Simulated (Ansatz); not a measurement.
A series of calculations on C4H11Al

### Relaxation

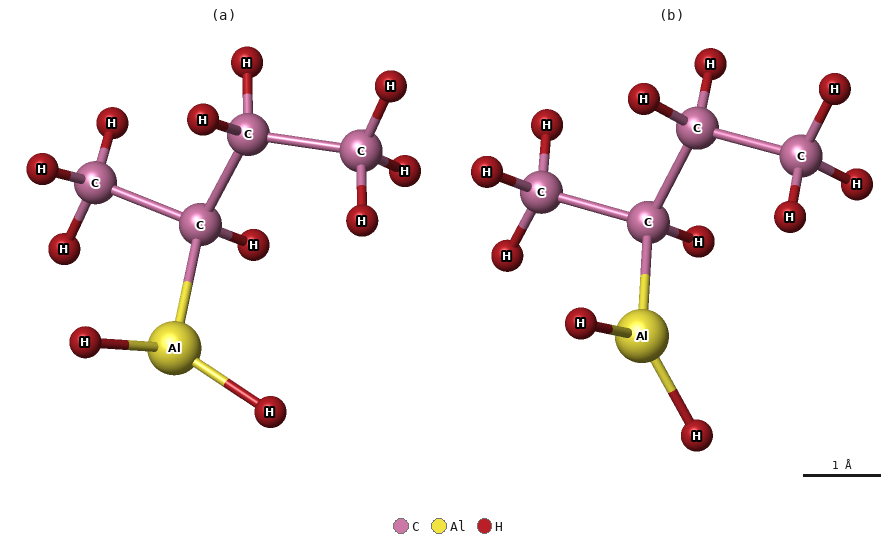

The structure of C4H11Al before (left) and after (right) a relaxation, at one scale.

Style: ball-and-stick. Shown at a tilt.

The run prepares an end point of a later path (torsion) calculation, from a guessed geometry.

Computed with RKS PBE-D4/STO-3G (Ansatz 0.2.0).

Input file:
```yaml
crystal:
  periodic: [false, false, false]
  atoms:
    - { symbol: C, position_ang: [-0.1428, -1.5234, 1.3854] }
    - { symbol: C, position_ang: [0.6572, -0.5624, 0.4961] }
    - { symbol: C, position_ang: [-0.1792, 0.0815, -0.6638] }
    - { symbol: C, position_ang: [0.8671, 0.7307, -1.6785] }
    - { symbol: Al, position_ang: [-1.4481, 1.469, -0.0059] }
    - { symbol: H, position_ang: [-0.6633, -2.2572, 0.756] }
    - { symbol: H, position_ang: [0.4799, -1.9591, 2.1422] }
    - { symbol: H, position_ang: [-0.9428, -0.8859, 1.8922] }
    - { symbol: H, position_ang: [1.4892, -1.1558, 0.1132] }
    - { symbol: H, position_ang: [1.1241, 0.2327, 1.1518] }
    - { symbol: H, position_ang: [-0.7483, -0.705, -1.1478] }
    - { symbol: H, position_ang: [0.2285, 1.167, -2.4954] }
    - { symbol: H, position_ang: [1.3557, 1.5451, -1.2177] }
    - { symbol: H, position_ang: [1.4487, -0.0352, -2.0836] }
    - { symbol: H, position_ang: [-0.8394, 2.8376, 0.5433] }
    - { symbol: H, position_ang: [-2.7095, 0.9979, 0.8569] }
basis:
  gaussian: { orbitals: STO-3G }
hamiltonian:
  xc: pbe
  dispersion: d4
relax:
  f_tol: 0.015
  max_steps: 40
```

Command:
```bash
ansatz run input.yaml --threads 1 --pin off --max-ram 2048MiB --backend cpu --events-out ev --progress --plain --runs-dir out
```

> Describe what moved and what it gained.

Over 15 accepted moves (17 points after the start) the energy falls by 93.5 kJ/mol. Largest force component: 5.3 eV/Å at the start, 0.01 eV/Å at the end. The line search rejected the trial steps at points 4, 8 of the run. The forces were under the threshold at step 15, but the run went on from there. The largest move after the best rigid fit is that of H16, 0.83 Å. Largest moves by element: H 0.83 Å, Al 0.32 Å, C 0.23 Å. Some distances before and after: Al5–H15 1.595 → 1.514 Å, C4–H14 1.044 → 1.109 Å, C3–Al5 1.992 → 1.939 Å, C4–H13 1.056 → 1.108 Å. Among the angles between lasting bonds that change: H13–C4–H14 118.5° → 107.3°, H15–Al5–H16 111.6° → 120.5°, C3–C4–H12 104.3° → 111.4°.

Limits of the set-up: STO-3G is a minimal basis, so the numbers are rough.

### Relaxation

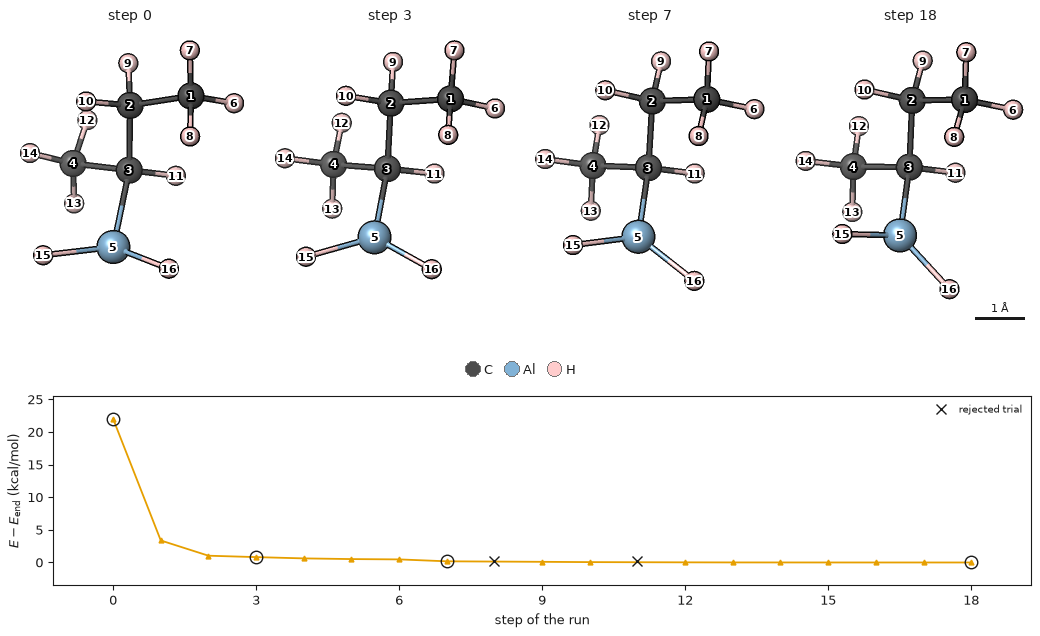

Frames of a relaxation of C4H11Al, marked on the history of the run. Style: ball-and-stick. Shown from a free direction.

The run prepares an end point of a later path (torsion) calculation, from a guessed geometry.

Method: Ansatz 0.2.0, RKS PBE-D4/STO-3G. (no spin polarisation; force threshold 0.015 eV/Å; at most 40 steps)

### What happens along the run?

Over 16 accepted moves (18 points after the start) the energy falls by 22.0 kcal/mol. The largest force component goes from 5 to 0.006 eV/Å. The line search rejected the trial steps at points 8, 11 of the run. The forces were under the threshold at step 12, but the run went on from there. The atom that moves furthest after the best rigid fit is H16 (0.89 Å). Largest moves by element: H 0.89 Å, Al 0.31 Å, C 0.23 Å. Some distances before and after: Al5–H15 1.595 → 1.513 Å, C4–H14 1.044 → 1.108 Å, C3–Al5 1.992 → 1.939 Å, C4–H13 1.056 → 1.108 Å. Among the angles between lasting bonds that change: H13–C4–H14 118.5° → 107.8°, H15–Al5–H16 111.6° → 120.6°, C3–C4–H12 104.3° → 111.5°. From step 0 to 3: Al5 moves most (0.25 Å), energy −21.2 kcal/mol. From step 3 to 7: H16 moves most (0.42 Å), energy −0.65 kcal/mol. From step 7 to 18: H15 moves most (0.40 Å), energy −0.18 kcal/mol.

Limits of the set-up: STO-3G is a minimal basis, so the numbers are rough.

### Path

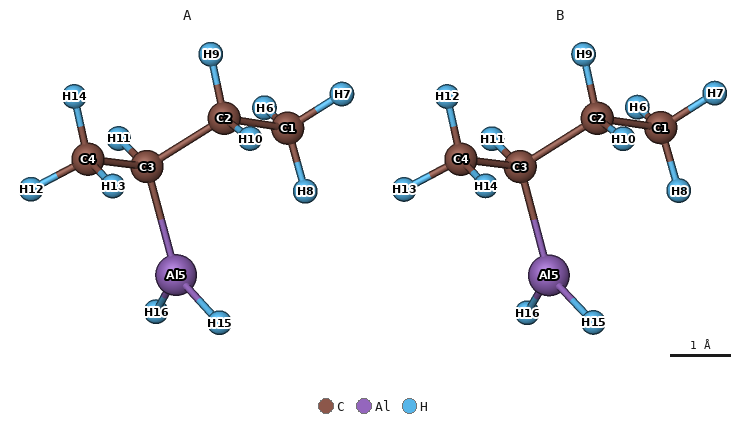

The two relaxed end points of a path for C$_{4}$H$_{11}$Al. A ball-and-stick model, seen at a tilt.

All numbers below come from RKS PBE-D4/STO-3G in Ansatz 0.2.0.

Run with 9 movable images; climbing image; force threshold 0.05 eV/Å; iteration limit 60.

Start:
```xyz
16

C    -0.1513   -1.3305    1.5115
C     0.7211   -0.6522    0.4118
C    -0.1535    0.0647   -0.6736
C     0.7687    0.8078   -1.6916
Al   -1.4085    1.2425    0.2189
H    -0.8268   -2.0866    1.0686
H     0.4762   -1.8301    2.2733
H    -0.7792   -0.5804    2.0387
H     1.3748   -1.4223   -0.0520
H     1.3940    0.0862    0.8972
H    -0.6940   -0.7276   -1.2328
H     0.1810    1.2645   -2.5121
H     1.3442    1.6156   -1.1981
H     1.5017    0.1174   -2.1555
H    -0.8703    2.3548    1.0933
H    -2.9011    1.0537    0.0466
```

End:
```xyz
16

C    -0.1681   -1.3803    1.4706
C     0.6977   -0.7049    0.3638
C    -0.1765    0.0974   -0.6599
C     0.7460    0.8217   -1.6914
Al   -1.3244    1.3198    0.3133
H    -0.9007   -2.0802    1.0257
H     0.4601   -1.9445    2.1852
H    -0.7325   -0.6202    2.0519
H     1.2920   -1.4890   -0.1535
H     1.4264   -0.0218    0.8498
H    -0.7839   -0.6430   -1.2215
H     1.4172    0.1069   -2.2090
H     0.1537    1.3407   -2.4707
H     1.3882    1.5766   -1.1967
H    -0.6888    2.3526    1.2182
H    -2.8293    1.2455    0.1685
```

Predict the minimum-energy path and its barrier.

The barrier is about 13.3 kJ/mol in both directions, with image 5 at the top; the ends have the same energy. The motion is a rotation about the C3–C4 bond by about 120°. No bond forms or breaks between the ends. The band converged in 15 iterations, with a climbing image at the top. At the top, the vibrational analysis gives one imaginary mode (233i cm⁻¹), as a transition state must have.

Energies of the converged images:

| image | path (Å) | E (kJ/mol) |
| --- | --- | --- |
| 0 | 0.00 | 0.0 |
| 1 | 0.36 | 1.1 |
| 2 | 0.73 | 4.3 |
| 3 | 1.09 | 8.5 |
| 4 | 1.46 | 12.0 |
| 5 | 1.82 | 13.3 |
| 6 | 2.20 | 11.9 |
| 7 | 2.58 | 8.3 |
| 8 | 2.95 | 4.0 |
| 9 | 3.33 | 0.9 |
| 10 | 3.71 | 0.0 |

The geometry at the top of the path:

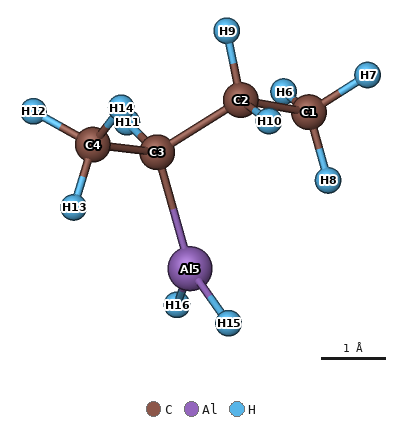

Limits of the set-up: STO-3G is a minimal basis, so the numbers are rough.

The run took roughly 7 core-minutes on a shared host.
